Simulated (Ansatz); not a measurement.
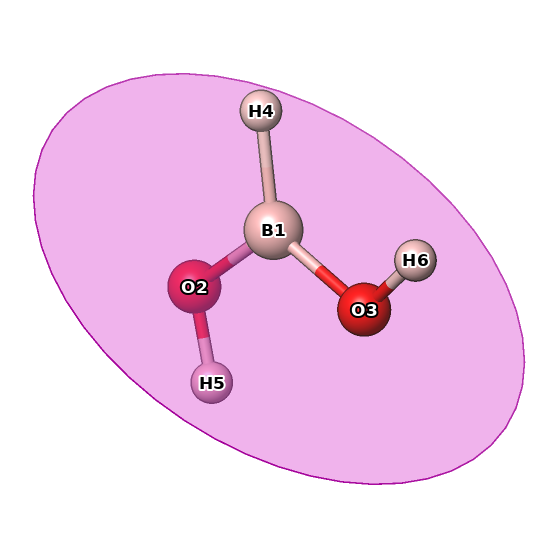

A disc through the centre of mass is drawn in. Atoms fade into the background with distance from the viewer. The geometry was computed by an optimisation with PBE0-D4/def2-TZVP.

Is the plane of the disc a mirror plane of the structure?

No. The point group is Cs, with 1 mirror plane, and this plane isn't one of its mirror planes.
